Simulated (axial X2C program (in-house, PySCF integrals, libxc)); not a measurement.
**A two-component session on MoGe: properties at the nuclei**

Wanted for MoGe: properties at the nuclei, at the two-component level.

Computed with an in-house X2C program for linear molecules on PySCF integrals. Level: two-component X2C with atomic mean-field terms, Mo dyall-cv3z, Ge dyall-cv3z.

All values are calculated.

**1. Set-up**

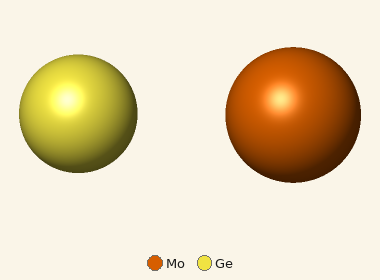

The two atoms at 2.590 Å (molybdenum orange, germanium yellow).

The input, task.json:

```json
{
 "zs": [
  42,
  32
 ],
 "q": 0,
 "bas": [
  "dyall-cv3z",
  "dyall-cv3z"
 ],
 "r0": 2.59,
 "levels": [
  "PBE0",
  "HF",
  "BHandHLYP",
  "B3LYP",
  "r2SCAN"
 ],
 "nst": 3
}
```

Keys: zs atomic numbers; q charge; bas basis sets; r0 starting distance in Å; levels methods (HF also brings MP2); nst determinants followed.

Launch:

```bash
> python soeom.py task.json out
```

The runs that follow: Expectation values, lowest determinant; Expectation values, a higher determinant; Expectation values, a higher determinant.

**Question.** What will these runs give? Wanted: lowest determinant; Eeff magnitude; Ws magnitude Mo; A∥/gI Mo; qzz Mo; higher determinant (for each run or level that gives them).

**Answer**, as computed:

| quantity | value |
| --- | --- |
| lowest determinant | Ω = 3 (excess of +ω over −ω: ω = 1/2, ω = 5/2) |
| Eeff magnitude (GV/cm), PBE0 | 1.1 |
| Ws magnitude Mo (kHz), PBE0 | 0.206 |
| A∥/gI Mo (MHz), PBE0 | 374 |
| qzz Mo (a.u.), PBE0 | -0.21 |
| higher determinant | Ω = 1 (excess of +ω over −ω: ω = -3/2, ω = 5/2) |
| Eeff magnitude (GV/cm), PBE0, higher determinant | 1.1 |
| Ws magnitude Mo (kHz), PBE0, higher determinant | 0.733 |
| A∥/gI Mo (MHz), PBE0, higher determinant | 1000 |
| qzz Mo (a.u.), PBE0, higher determinant | -0.20 |
| higher determinant | Ω = 2 (excess of +ω over −ω: 2 × ω = 1/2, ω = -3/2, ω = 5/2) |
| Eeff magnitude (GV/cm), PBE0, higher determinant | 3.41 |
| Ws magnitude Mo (kHz), PBE0, higher determinant | 0.35 |
| A∥/gI Mo (MHz), PBE0, higher determinant | 915 |
| qzz Mo (a.u.), PBE0, higher determinant | 0.37 |

In the first state, the effective field runs from 0.882 to 1.3 GV/cm over the mean-field levels. The expectation values come from single determinants, which for open shells can mix terms of unlike spin or miss the lowest Ω, so a determinant need not be a state. Eeff is the effective electric field on the electron dipole moment in this Ω state and Ws the scalar–pseudoscalar constant (defined with the proton number Z and per Ω); A∥ is the parallel hyperfine constant, which follows by multiplying with the nuclear g factor gI = μI/(I μN); qzz is the electric field gradient, eQq0 = 234.96 MHz × Q/barn × qzz; μ is positive if Ge is the positive end. The operators were transformed with the bare-nucleus X2C matrices.
